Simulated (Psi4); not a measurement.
# One shape, several levels: AlHBr (SMILES [AlH][Br])

Wanted: a comparison of 3 runs (UHF/STO-3G, UHF/def2-SVP, UTPSS/6-311G**) of AlHBr. 

Program for the calculation: Psi4 1.11.

5 further runs of the same task are left out: 2 for a known fault of the program, 1 that didn't finish, 2 set aside as unsound or not needed.

### 1 The structure to begin with

The species is AlHBr (3 atoms), meant as a doublet with charge 0. SMILES: `[AlH][Br]`. Geometry: relaxed at PBE0-D4/def2-TZVP.

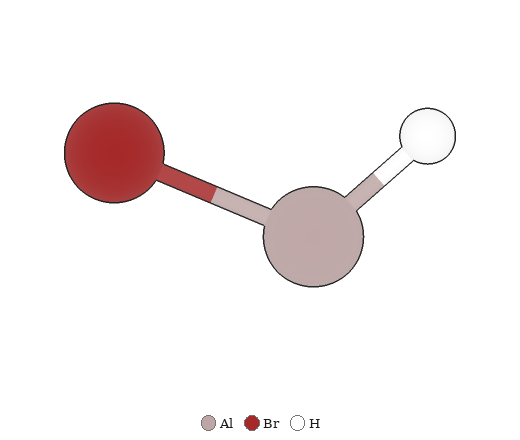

Viewed from a chosen angle; aluminium light grey, bromine red, hydrogen white.

### 2 Energy and gradient at UHF/STO-3G (run 1)

albrh.in

```
memory 1600 MB

molecule {
  0 2
  Al
  Br 1 r2
  H 1 r3 2 a3

  r2 = 2.27524
  r3 = 1.602481
  a3 = 115.74055
  units angstrom
  symmetry c1
  no_reorient
  no_com
}

set globals {
  basis         STO-3G
  reference     uhf
  puream        true
  e_convergence 1e-09
  d_convergence 1e-08
  scf_type      pk
  maxiter       200
}

energy_value = gradient("scf")
print_variables()
```

Run with:

```console
$ psi4 albrh.in albrh.out -n 1
```

albrh.out:

```text
[...]
  Running in c1 symmetry.
[...]
  Nuclear repulsion =  115.724119528997221
[...]
  Multiplicity = 2
[...]
  Nalpha       = 25
  Nbeta        = 24
[...]
    Number of basis functions: 28
[...]
   @UHF iter   1: -2784.20380799210898   -2.32123e+00   7.81785e-03 DIIS/ADIIS
[...]
   @UHF iter  12: -2784.26696955827674    9.09495e-13   1.90623e-09 DIIS
[...]
   @S^2 Observed:                7.586039210E-01
[...]
    Orbital Energies [Eh]
    ---------------------
    Alpha Occupied:
       1A   -484.346166     2A    -63.077269     3A    -57.799656
       4A    -57.626690     5A    -57.625034     6A    -57.624981
       7A     -9.034245     8A     -6.784078     9A     -6.775199
      10A     -6.774784    11A     -4.741590    12A     -2.971053
      13A     -2.958312    14A     -2.957670    15A     -2.137706
      16A     -2.135205    17A     -2.134712    18A     -2.127318
      19A     -2.127309    20A     -0.808974    21A     -0.484925
      22A     -0.346997    23A     -0.278236    24A     -0.274634
      25A     -0.196910
    Alpha Virtual:
[...]
  @UHF Final Energy: -2784.26696955827674
   => Energetics <=
    Nuclear Repulsion Energy =            115.7241195289972211
    One-Electron Energy =               -4132.0946621375460381
    Two-Electron Energy =                1232.1035730502719616
    Total Energy =                      -2784.2669695582771965
  UHF NO Occupations:
  HONO-2 :   23  A 1.9997819
  HONO-1 :   24  A 1.9960226
[...]
 Multipole Moments:
 ------------------------------------------------------------------------------------
     Multipole            Electronic (a.u.)      Nuclear  (a.u.)        Total (a.u.)
 ------------------------------------------------------------------------------------
 L = 1.  Multiply by 2.5417464519 to convert [e a0] to [Debye]
 Dipole X            :          1.9858588           -1.4677354            0.5181234
 Dipole Y            :         -4.3040622            5.7440739            1.4400118
 Dipole Z            :          0.0000000            0.0000000            0.0000000
 Magnitude           :                                                    1.5303874
[...]
  -Total Gradient:
     Atom            X                  Y                   Z
    ------   -----------------  -----------------  -----------------
       1        0.030988243018    -0.003755204949    -0.000000000000
       2        0.003023111848    -0.017408139938     0.000000000000
       3       -0.034011354865     0.021163345266    -0.000000000000
[...]
```

Wall time 2.7 s (1 thread of Intel Xeon Platinum 8259CL at 2.50GHz (Skylake/Cascade Lake), shared host); peak memory 0.19 GiB.

### 3 The energy at UHF/def2-SVP (run 2)

albrh.inp

```
memory 1600 mb

molecule mol {
  0 2
  Al
  Br 1 2.27524
  H 1 1.602481 2 115.74055
  units angstrom
  symmetry c1
}

set {
  reference uhf
  puream true
  e_convergence 1e-09
  d_convergence 1e-08
  scf_type pk
  maxiter 200
}

E, wfn = energy("scf/def2-SVP", return_wfn=True)
oeprop(wfn, "DIPOLE", "QUADRUPOLE", "LOWDIN_CHARGES", title="SCF")
```

Run with:

```console
$ psi4 albrh.inp albrh.out -n 1
```

albrh.out:

```text
[...]
  Running in c1 symmetry.
[...]
  Nuclear repulsion =  115.724119528997221
[...]
  Multiplicity = 2
[...]
  Nalpha       = 25
  Nbeta        = 24
[...]
    Number of basis functions: 55
[...]
   @UHF iter   1: -2814.34278167778757   -1.95754e+00   1.94755e-02 DIIS/ADIIS
[...]
   @UHF iter  13: -2814.55582749273026   -3.63798e-12   9.31559e-09 DIIS
[...]
   @S^2 Observed:                7.558324599E-01
[...]
    Orbital Energies [Eh]
    ---------------------
    Alpha Occupied:
       1A   -489.955758     2A    -65.124574     3A    -58.506305
       4A    -58.496255     5A    -58.495392     6A    -58.495334
       7A     -9.816174     8A     -7.430292     9A     -7.425687
      10A     -7.425266    11A     -4.940374    12A     -3.257575
      13A     -3.254363    14A     -3.252117    15A     -3.171147
      16A     -3.169812    17A     -3.169050    18A     -3.165264
      19A     -3.165231    20A     -0.994906    21A     -0.566063
      22A     -0.470424    23A     -0.424096    24A     -0.422018
      25A     -0.317396
    Alpha Virtual:
[...]
  @UHF Final Energy: -2814.55582749273026
   => Energetics <=
    Nuclear Repulsion Energy =            115.7241195289972211
    One-Electron Energy =               -4151.1793189224408707
    Two-Electron Energy =                1220.8993719007135041
    Total Energy =                      -2814.5558274927302591
  UHF NO Occupations:
  HONO-2 :   23  A 1.9996092
  HONO-1 :   24  A 1.9976737
[...]
 Multipole Moments:
 ------------------------------------------------------------------------------------
     Multipole            Electronic (a.u.)      Nuclear  (a.u.)        Total (a.u.)
 ------------------------------------------------------------------------------------
 L = 1.  Multiply by 2.5417464519 to convert [e a0] to [Debye]
 Dipole X            :          1.7177670           -1.4677354            0.2500315
 Dipole Y            :         -4.9945547            5.7440739            0.7495192
 Dipole Z            :         -0.0000000            0.0000000           -0.0000000
 Magnitude           :                                                    0.7901233
 L = 2.  Multiply by 1.3450342976 to convert [e a0^2] to [Debye ang]
 Quadrupole XX       :        -33.2359384            7.3327701          -25.9031683
 Quadrupole XY       :         13.3687430          -12.0635697            1.3051733
[...]
```

Wall time 3.3 s (1 thread of Intel Xeon Platinum 8259CL at 2.50GHz (Skylake/Cascade Lake), shared host); peak memory 0.22 GiB.

### 4 A single-point energy at UTPSS/6-311G(d,p) (run 3)

run.py

```python
import psi4

psi4.set_memory(1600000000)
psi4.set_num_threads(1)
psi4.core.set_output_file('albrh.out', False)

m = psi4.geometry("""
0 2
Al    -0.296700    -0.628000    -0.239100
Br     1.584500     0.008600     0.871100
H     -1.298900     0.554600    -0.645300
symmetry c1
""")

options = {'reference': 'uks', 'puream': True, 'e_convergence': 1e-09, 'd_convergence': 1e-08, 'scf_type': 'pk', 'dft_radial_points': 99, 'dft_spherical_points': 590, 'maxiter': 200}
psi4.set_options(options)

energy_value, wavefunction = psi4.energy("tpss/6-311G**", return_wfn=True)
psi4.oeprop(wavefunction, "QUADRUPOLE", "MAYER_INDICES", "MULLIKEN_CHARGES")
print(f'total energy {energy_value:.8f} hartree = {energy_value * 27.211386:.5f} eV')
```

Run with:

```console
$ python run.py
```

albrh.out:

```text
[...]
  Running in c1 symmetry.
[...]
  Nuclear repulsion =  115.724118745442127
[...]
  Multiplicity = 2
[...]
  Nalpha       = 25
  Nbeta        = 24
[...]
    Number of basis functions: 76
[...]
   @UKS iter   1: -2816.54395871485394   -1.14641e+00   3.05514e-02 ADIIS/DIIS
[...]
   @UKS iter  13: -2817.09665018950363   -1.36424e-12   2.59705e-09 DIIS
[...]
   @S^2 Observed:                7.527045069E-01
[...]
  @UKS Final Energy: -2817.09665018950363
   => Energetics <=
    Nuclear Repulsion Energy =            115.7241187454421265
    One-Electron Energy =               -4150.7716053841313624
    Two-Electron Energy =                1328.2202198096401844
    DFT Exchange-Correlation Energy =    -110.2693833604543840
    Empirical Dispersion Energy =           0.0000000000000000
    VV10 Nonlocal Energy =                  0.0000000000000000
    Total Energy =                      -2817.0966501895036345
[...]
 Multipole Moments:
 ------------------------------------------------------------------------------------
     Multipole            Electronic (a.u.)      Nuclear  (a.u.)        Total (a.u.)
 ------------------------------------------------------------------------------------
 L = 1.  Multiply by 2.5417464519 to convert [e a0] to [Debye]
 Dipole X            :          5.3653963           -5.9249837           -0.5595874
 Dipole Y            :         -0.1062439           -0.2078543           -0.3140982
 Dipole Z            :          0.0000000           -0.0000000            0.0000000
 Magnitude           :                                                    0.6417132
 L = 2.  Multiply by 1.3450342976 to convert [e a0^2] to [Debye ang]
 Quadrupole XX       :       -210.5449913          186.9409737          -23.6040176
 Quadrupole XY       :        -39.2422399           40.6031558            1.3609159
[...]
  Mulliken Charges: (a.u.)
   Center  Symbol    Alpha    Beta     Spin     Total
       1    AL     6.67412  5.88118  0.79294  0.44470
       2    BR    17.67776 17.62184  0.05593 -0.29960
       3     H     0.64811  0.49699  0.15113 -0.14510
   Total alpha = 25.00000, Total beta = 24.00000, Total charge =  0.00000
  Mayer Bond Indices:
  Total Bond Index:
  Irrep: 1 Size: 3 x 3
[...]
```

The script printed:

```text
total energy -2817.09665019 hartree = -76657.10435 eV
```

Run time: 26 s. Hardware: 1 thread of Intel Xeon Platinum 8259CL at 2.50GHz (Skylake/Cascade Lake), shared host; peak memory 0.87 GiB.

### 5 All runs side by side

| run | level | task | integration grid | energy (Eh) | dipole moment (D) | HOMO energy (eV) | LUMO energy (eV) | wall time |
| --- | --- | --- | --- | --- | --- | --- | --- | --- |
| 1 | UHF/STO-3G | gradient | – | -2784.266970 | 3.89 | -5.36 | 6.14 | 2.7 s |
| 2 | UHF/def2-SVP | energy | – | -2814.555827 | 2.01 | -8.64 | 0.55 | 3.3 s |
| 3 | UTPSS/6-311G** | energy | 99 radial × 590 angular | -2817.096650 | 1.63 | -5.28 | -3.66 | 26 s |

### 6 Summary of results

| quantity | value |
| --- | --- |
| run 3: total energy | -2817.09665 Eh |
| run 3: dipole moment | 1.63 D |
| run 3: HOMO energy (highest over α and β) | -5.28 eV |
| run 3: LUMO energy (lowest over α and β) | -3.66 eV |
| run 3: ⟨S²⟩ | 0.753 |

In words: The dipole moment (its size) runs from 1.63 D (UTPSS/6-311G**) to 3.89 D (UHF/STO-3G). The two ends differ in method and basis. In run 1 the basis is minimal, so the values are rough. All runs together took 32 s, the longest 26 s.
